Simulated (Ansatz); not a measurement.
# WN$_{4}$H$_{6}$: a changed input and its effect

System: WN$_{4}$H$_{6}$ (WN(NH2)3), multiplicity 3.
Method of run 1: UKS PBE-D4/def2-TZVP (Ansatz 0.2.0).

The geometry comes from this level: PBE0-D4/def2-SVP. Text and figures count atoms from 1; the logs count them from 0 in places.

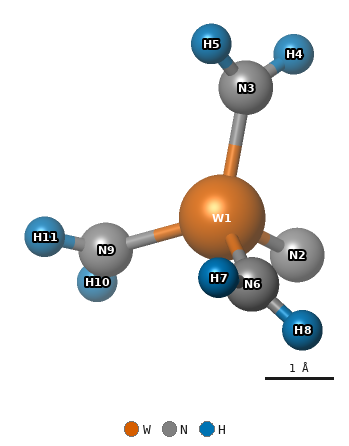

**Figure 1.** The input geometry (ball-and-stick view, seen at a tilt; atoms are numbered from 1 in the order of the input). Sticks mark near contacts. Bond lengths as drawn: H–N 1.01 to 1.02 Å and N–W 1.66 to 1.96 Å.

### Input, run 1
```yaml
crystal:
  periodic: [false, false, false]
  atoms:
    - {symbol: W, position_ang: [0.003205, 0.000802, 0.308104]}
    - {symbol: N, position_ang: [0.016477, 0.008273, 1.969529]}
    - {symbol: N, position_ang: [1.901984, -0.025695, -0.174590]}
    - {symbol: H, position_ang: [2.675886, -0.034409, 0.480860]}
    - {symbol: H, position_ang: [2.251479, -0.032593, -1.129252]}
    - {symbol: N, position_ang: [-0.931285, 1.660070, -0.153692]}
    - {symbol: H, position_ang: [-1.115869, 1.969030, -1.104497]}
    - {symbol: H, position_ang: [-1.299673, 2.332810, 0.509905]}
    - {symbol: N, position_ang: [-0.974545, -1.636487, -0.142063]}
    - {symbol: H, position_ang: [-1.359565, -2.294993, 0.526352]}
    - {symbol: H, position_ang: [-1.168103, -1.946809, -1.090654]}
basis:
  gaussian: {orbitals: def2-TZVP, initial_orbitals: start.molden}
magnetization: {spin_polarized: true, initial_magnetization: 2}
hamiltonian: {xc: pbe, dispersion: d4}
scf: {omitted_lower_state_checks: [starts]}
output: {orbitals: {seedname: orbitals}}
```

Command:
```bash
ansatz run in.yaml --threads 4 --pin off --events-out ev --progress --plain --max-ram 3916MiB
```

Hardware: 4 threads of Arm Neoverse V2, 95 GiB of memory available, shared host.

### Output (run 1)
```
Functional definition: PBE
  parameter kappa = 0.804
  parameter beta = 0.06672455060314922
  exchange = pbe_x(kappa = kappa, mu = beta*pi^2/3)
  correlation = pbe_c(beta = beta)
these checks for a lower state are left out or cut short: starts
1208 factors; their error is unknown
mean field evaluation 1: about -7878.8595 eV, gradient 7.0e0 eV
mean field evaluation 2: about -7879.0245 eV, gradient 2.3e-1 eV
mean field evaluation 4: about -7878.8628 eV, gradient 5.0e0 eV
mean field evaluation 8: about -7879.0119 eV, gradient 4.4e-1 eV
mean field evaluation 16: about -7879.0165 eV, gradient 1.9e-2 eV
mean field -7879.01646668 eV, -289.5485145614 hartree, gradient 1.4e-6 eV, S^2 2.005923; 0 other end points of the search recorded, 0 dependent functions left out
reference -7879.01652940 eV, -289.5485168662 hartree; 25, 23 occupied and 175, 177 virtual orbitals, 1208 factors
Total energy: -7879.27175725 eV, -289.5578963168 hartree
Checks for a lower state left out: starts
```

For run 2 the input was changed thus:
```diff
-magnetization: {spin_polarized: true, initial_magnetization: 2}
+total_charge: 1
+magnetization: {spin_polarized: true, initial_magnetization: 1}
```

How does run 2 compare with run 1?

The two differ by one electron: at this geometry, removing it changes the energy by 3.82 eV. The HOMO goes from −1.05 to −11.69 eV. The LUMO goes from −5.72 to −11.33 eV. On the same kind of shared host run 2 took about 0.28 times as long.

### Output (run 2)
```
Functional definition: PBE
  parameter kappa = 0.804
  parameter beta = 0.06672455060314922
  exchange = pbe_x(kappa = kappa, mu = beta*pi^2/3)
  correlation = pbe_c(beta = beta)
these checks for a lower state are left out or cut short: starts
1208 factors; their error is unknown
mean field evaluation 1: about -7875.0776 eV, gradient 7.1e0 eV
mean field evaluation 2: about -7875.2412 eV, gradient 2.0e-1 eV
mean field evaluation 4: about -7875.2189 eV, gradient 3.0e-3 eV
mean field evaluation 8: about -7875.2189 eV, gradient 5.2e-5 eV
mean field -7875.21891402 eV, -289.4089570750 hartree, gradient 7.8e-6 eV, S^2 0.763762; 0 other end points of the search recorded, 0 dependent functions left out
reference -7875.21895278 eV, -289.4089584996 hartree; 24, 23 occupied and 176, 177 virtual orbitals, 1208 factors
Total energy: -7875.44707639 eV, -289.4173418876 hartree
Checks for a lower state left out: starts
```

### The two runs side by side

```csv
quantity,run 1,run 2
outcome,converged,converged
total energy (hartree),−289.557896,−289.417342
HOMO (eV),−1.05,−11.69
LUMO (eV),−5.72,−11.33
⟨S²⟩,2.006,0.764
basis functions,200,200
wall time (shared host),14 s,4 s
```
